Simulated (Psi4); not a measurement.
## Run report: InHCl, geometry relaxation (part 3 of 4)

InHCl, multiplicity 2, SMILES [Cl][InH]; B97-3c/def2-mTZVP, UKS, core potentials def2 (Psi4 1.11). The atoms were displaced at random from an optimised geometry.

Geometry of the input (Å):
```
Cl -1.5976  0.3639  -0.9453
In 0.4176  0.6054  0.2837
H  1.1492  -0.9718  0.6114
```

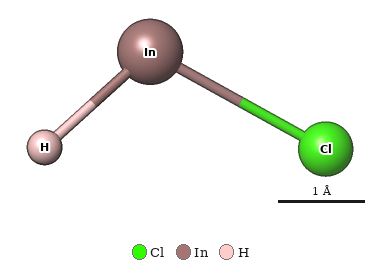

Fig. 1: The starting structure (ball-and-stick view, seen at a tilt). Sticks mark near contacts.

## Log, continued
```
	 - Coordinate -           - BOHR/RAD -       - ANG/DEG -
	 R(1,2)           =         4.553187           2.409443
	 R(2,3)           =         3.401750           1.800128
	 B(1,2,3)         =         1.971532         112.960443

	        --- Internal Coordinate Step in ANG or DEG, aJ/ANG or AJ/DEG ---
	-------------------------------------------------------------------------------
	           Coordinate      Previous         Force          Change          New
	           ----------      --------        ------          ------        ------
	               R(1,2)       2.40944       -0.00086        0.00009       2.40953
	               R(2,3)       1.80013       -0.00056       -0.00007       1.80006
	             B(1,2,3)     112.96044        0.00007        0.53064     113.49109
	-------------------------------------------------------------------------------

	                                 ==> Convergence Check <==

	Measures of convergence in internal coordinates in au.

	Criteria marked as inactive (o), active & met (*), and active & unmet ( ).

	----------------------------------------------------------------------------------------------
	   Step    Total Energy     Delta E     Max Force     RMS Force      Max Disp      RMS Disp
	----------------------------------------------------------------------------------------------
	  Convergence Criteria     1.00e-06 *    3.00e-04 *             o    1.20e-03 *             o
	----------------------------------------------------------------------------------------------
	     3    -651.24965514   -2.94e-05      9.56e-04      5.56e-04 o    9.26e-03      5.35e-03 o  ~
	----------------------------------------------------------------------------------------------

Next Geometry in Ang
	Fragment 1 (Ang)

	   Cl  -1.8529566677  -0.1494098514  -0.0000000000
	   In   0.5478361768   0.0556287728   0.0000000000
	    H   1.4032311472  -1.5282036395   0.0000000000

    Structure for next step:
    Molecular point group: c1
    Full point group: Cs

    Geometry (in Angstrom), charge = 0, multiplicity = 2:

    CL          -1.850086479298    -0.146938418300    -0.000000000000
    IN           0.550706365126     0.058100205876     0.000000000000
    H            1.406101335612    -1.525732206350     0.000000000000

gradient() will perform analytic gradient computation.

  ==> Geometry <==

    Molecular point group: c1
    Full point group: Cs

    Geometry (in Angstrom), charge = 0, multiplicity = 2:

       Center              X                  Y                   Z               Mass
    ------------   -----------------  -----------------  -----------------  -----------------
         CL          -1.850086479298    -0.146938418300    -0.000000000000    34.968852682000
         IN           0.550706365126     0.058100205876     0.000000000000   114.903878776000
         H            1.406101335612    -1.525732206350     0.000000000000     1.007825032230

  Running in c1 symmetry.

  Rotational constants: A =      6.24486  B =      0.10715  C =      0.10535 [cm^-1]
  Rotational constants: A = 187216.20141  B =   3212.38700  C =   3158.19644 [MHz]
  Nuclear repulsion =   87.121284569612911

  Charge       = 0
  Multiplicity = 2
  Electrons    = 39
  Nalpha       = 20
  Nbeta        = 19

   => Molecular Quadrature <=

    Radial Scheme          =       TREUTLER
    Pruning Scheme         =           NONE
    Nuclear Scheme         =       TREUTLER

    Blocking Scheme        =         OCTREE
    BS radius alpha        =              1
    Pruning alpha          =              1
    Radial Points          =             75
    Spherical Points       =            302
    Total Points           =          65575
    Total Blocks           =            570
    Max Points             =            255
    Max Functions          =             61
    Weights Tolerance      =       1.00E-15

   => Auxiliary Basis Set <=

  Basis Set: (DEF2-MTZVP AUX)
    Blend: DEF2-UNIVERSAL-JKFIT
    Number of shells: 90
    Number of basis functions: 364
    Number of Cartesian functions: 484
    Spherical Harmonics?: true
    Max angular momentum: 5

  Cached 100.0% of DFT collocation blocks in 0.092 [GiB].

  Minimum eigenvalue in the overlap matrix is 2.9129622373E-03.
  Reciprocal condition number of the overlap matrix is 7.2352764380E-04.
    Using symmetric orthogonalization.

  ==> Iterations <==

                           Total Energy        Delta E     RMS |[F,P]|

   @DF-UKS iter   0:  -651.24972077999541   -6.51250e+02   6.01081e-05
   @DF-UKS iter   1:  -651.24966095621812    5.98238e-05   7.34964e-06 DIIS
   @DF-UKS iter   2:  -651.24966085776271    9.84554e-08   8.86175e-06 DIIS
   @DF-UKS iter   3:  -651.24966109656589   -2.38803e-07   2.53799e-06 DIIS
   @DF-UKS iter   4:  -651.24966111445212   -1.78862e-08   8.33599e-07 DIIS
   @DF-UKS iter   5:  -651.24966111614867   -1.69655e-09   3.08539e-07 DIIS
   @DF-UKS iter   6:  -651.24966111646916   -3.20483e-10   4.88807e-08 DIIS
   @DF-UKS iter   7:  -651.24966111647325   -4.09273e-12   2.28781e-08 DIIS
   @DF-UKS iter   8:  -651.24966111647484   -1.59162e-12   2.46939e-09 DIIS
  Energy and wave function converged.

  ==> Post-Iterations <==

   Electrons on quadrature grid:
      Nalpha   =   20.0000024383 ; deviation = 2.438e-06
      Nbeta    =   19.0000016050 ; deviation = 1.605e-06
      Ntotal   =   39.0000040434 ; deviation = 4.043e-06

   @Spin Contamination Metric:   3.491693352E-03
   @S^2 Expected:                7.500000000E-01
   @S^2 Observed:                7.534916934E-01
   @S   Expected:                5.000000000E-01
   @S   Observed:                5.000000000E-01

    Final Occupation by Irrep:
              A
    DOCC [    19 ]
    SOCC [     1 ]
    NA   [    20 ]
    NB   [    19 ]

  @DF-UKS Final Energy:  -651.24966111647484

   => Energetics <=

    Nuclear Repulsion Energy =             87.1212845696129108
    One-Electron Energy =               -1145.4623540073657750
    Two-Electron Energy =                 452.7393205817068633
    DFT Exchange-Correlation Energy =     -45.6398544265058419
    Empirical Dispersion Energy =          -0.0080578339230111
    VV10 Nonlocal Energy =                  0.0000000000000000
    Total Energy =                       -651.2496611164748401

  UHF NO Occupations:
  HONO-2 :   18  A 1.9996917
  HONO-1 :   19  A 1.9987652
  HONO-0 :   20  A 1.0000000
  LUNO+0 :   21  A 0.0012348
  LUNO+1 :   22  A 0.0003083
  LUNO+2 :   23  A 0.0000659
  LUNO+3 :   24  A 0.0000640

Computation Completed

Properties will be evaluated at   0.000000,   0.000000,   0.000000 [a0]

Properties computed using the SCF density matrix

 Multipole Moments:

 ------------------------------------------------------------------------------------
     Multipole            Electronic (a.u.)      Nuclear  (a.u.)        Total (a.u.)
 ------------------------------------------------------------------------------------

 L = 1.  Multiply by 2.5417464519 to convert [e a0] to [Debye]
 Dipole X            :         36.0821533          -34.9231501            1.1590032
 Dipole Y            :          5.5409649           -5.2980002            0.2429647
 Dipole Z            :         -0.0000000           -0.0000000           -0.0000000
 Magnitude           :                                                    1.1841960

 ------------------------------------------------------------------------------------

	total time  =          2 seconds =       0.03 minutes

         ------------------------------------------------------------
                                   SCF GRAD
         ------------------------------------------------------------

  ==> Geometry <==

    Molecular point group: c1
    Full point group: Cs

    Geometry (in Angstrom), charge = 0, multiplicity = 2:

       Center              X                  Y                   Z               Mass
    ------------   -----------------  -----------------  -----------------  -----------------
         CL          -1.850086479298    -0.146938418300    -0.000000000000    34.968852682000
         IN           0.550706365126     0.058100205876     0.000000000000   114.903878776000
         H            1.406101335612    -1.525732206350     0.000000000000     1.007825032230

  Nuclear repulsion =   87.121284569612911

   => Molecular Quadrature <=

    Radial Scheme          =       TREUTLER
    Pruning Scheme         =           NONE
    Nuclear Scheme         =       TREUTLER

    Blocking Scheme        =         OCTREE
    BS radius alpha        =              1
    Pruning alpha          =              1
    Radial Points          =             75
    Spherical Points       =            302
    Total Points           =          65575
    Total Blocks           =            570
    Max Points             =            255
    Max Functions          =             61
    Weights Tolerance      =       1.00E-15

  -Total Gradient:
     Atom            X                  Y                   Z
    ------   -----------------  -----------------  -----------------
       1       -0.000033514404    -0.000034921945    -0.000000000000
       2        0.000319672785     0.000169843537     0.000000000000
       3       -0.000032424888    -0.000164542898     0.000000000000

	total time  =          1 seconds =       0.02 minutes

    			-----------------------------------------

    			 OPTKING 3.0: for geometry optimizations

    			        with contributions from

    			-----------------------------------------

	                            ===> Fragment 1 <==

	 Z (Atomic Numbers)          Masses                          Geom
	      17.000000            34.968853         -3.49615675 -0.27767337 -0.00000000
	      49.000000            114.903879         1.04068421  0.10979348  0.00000000
	       1.000000             1.007825          2.65714643 -2.88321601  0.00000000

	 - Coordinate -           - BOHR/RAD -       - ANG/DEG -
	 R(1,2)           =         4.553357           2.409533
	 R(2,3)           =         3.401625           1.800063
	 B(1,2,3)         =         1.980793         113.491086

	        --- Internal Coordinate Step in ANG or DEG, aJ/ANG or AJ/DEG ---
	-------------------------------------------------------------------------------
	           Coordinate      Previous         Force          Change          New
	           ----------      --------        ------          ------        ------
	               R(1,2)       2.40953       -0.00116       -0.00076       2.40877
	               R(2,3)       1.80006       -0.00043       -0.00038       1.79968
	             B(1,2,3)     113.49109        0.00003        0.35849     113.84958
	-------------------------------------------------------------------------------

	                                 ==> Convergence Check <==

	Measures of convergence in internal coordinates in au.

	Criteria marked as inactive (o), active & met (*), and active & unmet ( ).

	----------------------------------------------------------------------------------------------
	   Step    Total Energy     Delta E     Max Force     RMS Force      Max Disp      RMS Disp
	----------------------------------------------------------------------------------------------
	  Convergence Criteria     1.00e-06 *    3.00e-04 *             o    1.20e-03 *             o
	----------------------------------------------------------------------------------------------
	     4    -651.24966112   -5.98e-06      3.97e-04      2.45e-04 o    6.26e-03      3.73e-03 o  ~
	----------------------------------------------------------------------------------------------

Next Geometry in Ang
	Fragment 1 (Ang)

	   Cl  -1.8518923490  -0.1443355013  -0.0000000000
	   In   0.5486231992   0.0549598402   0.0000000000
	    H   1.4099903712  -1.5251947576   0.0000000000

    Structure for next step:
    Molecular point group: c1
    Full point group: Cs

    Geometry (in Angstrom), charge = 0, multiplicity = 2:

    CL          -1.849913342697    -0.142550794703    -0.000000000000
    IN           0.550602205476     0.056744546771     0.000000000000
    H            1.411969377503    -1.523410050991     0.000000000000

gradient() will perform analytic gradient computation.

  ==> Geometry <==

    Molecular point group: c1
    Full point group: Cs

    Geometry (in Angstrom), charge = 0, multiplicity = 2:

       Center              X                  Y                   Z               Mass
    ------------   -----------------  -----------------  -----------------  -----------------
         CL          -1.849913342697    -0.142550794703    -0.000000000000    34.968852682000
         IN           0.550602205476     0.056744546771     0.000000000000   114.903878776000
         H            1.411969377503    -1.523410050991     0.000000000000     1.007825032230

  Running in c1 symmetry.

  Rotational constants: A =      6.28297  B =      0.10720  C =      0.10540 [cm^-1]
  Rotational constants: A = 188358.77231  B =   3213.85751  C =   3159.94125 [MHz]
  Nuclear repulsion =   87.142939368155794

  Charge       = 0
  Multiplicity = 2
  Electrons    = 39
  Nalpha       = 20
  Nbeta        = 19

   => Molecular Quadrature <=

    Radial Scheme          =       TREUTLER
    Pruning Scheme         =           NONE
    Nuclear Scheme         =       TREUTLER

    Blocking Scheme        =         OCTREE
    BS radius alpha        =              1
    Pruning alpha          =              1
    Radial Points          =             75
    Spherical Points       =            302
    Total Points           =          65578
    Total Blocks           =            570
    Max Points             =            255
    Max Functions          =             61
    Weights Tolerance      =       1.00E-15

   => Auxiliary Basis Set <=

  Basis Set: (DEF2-MTZVP AUX)
    Blend: DEF2-UNIVERSAL-JKFIT
    Number of shells: 90
    Number of basis functions: 364
    Number of Cartesian functions: 484
    Spherical Harmonics?: true
    Max angular momentum: 5

  Cached 100.0% of DFT collocation blocks in 0.092 [GiB].

  Minimum eigenvalue in the overlap matrix is 2.9129517279E-03.
  Reciprocal condition number of the overlap matrix is 7.2363366706E-04.
    Using symmetric orthogonalization.

  ==> Iterations <==

                           Total Energy        Delta E     RMS |[F,P]|

   @DF-UKS iter   0:  -651.24993763575185   -6.51250e+02   4.50132e-05
   @DF-UKS iter   1:  -651.24966217161113    2.75464e-04   6.65307e-06 DIIS
   @DF-UKS iter   2:  -651.24966189960287    2.72008e-07   1.18013e-05 DIIS
   @DF-UKS iter   3:  -651.24966229517577   -3.95573e-07   2.21293e-06 DIIS
   @DF-UKS iter   4:  -651.24966230641849   -1.12427e-08   6.06584e-07 DIIS
   @DF-UKS iter   5:  -651.24966230734867   -9.30186e-10   1.80796e-07 DIIS
   @DF-UKS iter   6:  -651.24966230746440   -1.15733e-10   4.10415e-08 DIIS
   @DF-UKS iter   7:  -651.24966230747020   -5.79803e-12   7.53341e-09 DIIS
  Energy and wave function converged.

  ==> Post-Iterations <==

   Electrons on quadrature grid:
      Nalpha   =   20.0000024023 ; deviation = 2.402e-06
      Nbeta    =   19.0000015731 ; deviation = 1.573e-06
      Ntotal   =   39.0000039754 ; deviation = 3.975e-06

   @Spin Contamination Metric:   3.486526564E-03
   @S^2 Expected:                7.500000000E-01
   @S^2 Observed:                7.534865266E-01
   @S   Expected:                5.000000000E-01
   @S   Observed:                5.000000000E-01

    Orbital Energies [Eh]
    ---------------------

    Alpha Occupied:

       1A   -100.605776     2A     -9.190769     3A     -7.022698
       4A     -7.017274     5A     -7.016915     6A     -4.519092
       7A     -2.963834     8A     -2.957339     9A     -2.955025
      10A     -0.742428    11A     -0.725268    12A     -0.723329
      13A     -0.721685    14A     -0.718823    15A     -0.689654
      16A     -0.390799    17A     -0.301785    18A     -0.268911
      19A     -0.266986    20A     -0.199286

    Alpha Virtual:

      21A     -0.098282    22A     -0.033776    23A      0.019080
      24A      0.049533    25A      0.057852    26A      0.072422
      27A      0.115227    28A      0.130770    29A      0.145913
      30A      0.161610    31A      0.188576    32A      0.243937
      33A      0.325318    34A      0.375371    35A      0.388599
      36A      0.397720    37A      0.441715    38A      0.473650
      39A      0.475800    40A      0.660532    41A      0.666794
      42A      0.683205    43A      0.693500    44A      0.693572
      45A      0.877347    46A      0.889160    47A      0.903770
      48A      0.915142    49A      0.972667    50A      1.141475
      51A      2.220796    52A      2.222804    53A      2.244108
      54A      2.306766    55A      2.500764    56A     24.386528
      57A     37.450080    58A     38.765885    59A     38.788081
      60A     38.831713    61A    125.008328

    Beta Occupied:

       1A   -100.604756     2A     -9.190259     3A     -7.021018
       4A     -7.016562     5A     -7.015909     6A     -4.518613
       7A     -2.963270     8A     -2.956791     9A     -2.954677
      10A     -0.738408    11A     -0.721439    12A     -0.720533
      13A     -0.718796    14A     -0.715143    15A     -0.684144
      16A     -0.375560    17A     -0.285141    18A     -0.265894
      19A     -0.261983

    Beta Virtual:
```
